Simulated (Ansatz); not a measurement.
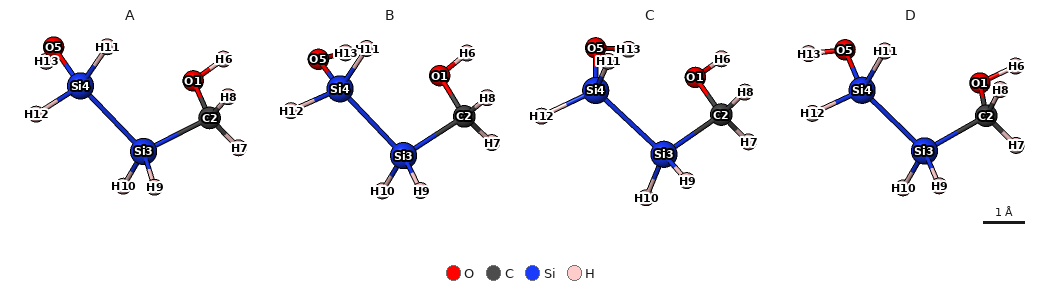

4 geometries from one relaxation of CH₈O₂Si₂, in shuffled order. A ball-and-stick model, seen at a tilt.

The run prepares an end point of a later path (torsion) calculation, from a guessed geometry.

The calculation used RKS CAM-B3LYP-D4/6-31G (Ansatz). (no spin polarisation; force threshold 0.015 eV/Å; at most 40 steps)

> Put them in the order of the run, from the start to the converged end.

D, A, B, C. They are steps 0, 7, 13, 28, at +78.2 kJ/mol, +25.7 kJ/mol, +7.54 kJ/mol relative to the last. After 27 accepted moves (28 points after the start) the energy has fallen by 78.2 kJ/mol. The largest force component goes from 2.3 to 0.015 eV/Å. The line search rejected the trial step at point 6 of the run. The largest move after the best rigid fit is that of H13, 2.00 Å. Largest moves by element: H 2.00 Å, O 0.66 Å, Si 0.20 Å, C 0.14 Å. Near-neighbour distances that change, for instance: Si3–Si4 2.234 → 2.362 Å, C2–Si3 1.871 → 1.934 Å, Si4–H12 1.445 → 1.497 Å, Si4–H11 1.539 → 1.504 Å. Bond angles that change, for instance: O1–C2–Si3 116.3° → 106.3°, C2–O1–H6 103.2° → 112.0°, O5–Si4–H11 103.6° → 112.1°. Groups turn about Si4–O5 by about 125°, Si3–Si4 by about 25°, C2–Si3 by about 20°. Cost: 4.7 min on 1 thread of Arm Neoverse N1, on a shared host, peak memory 0.19 GiB.
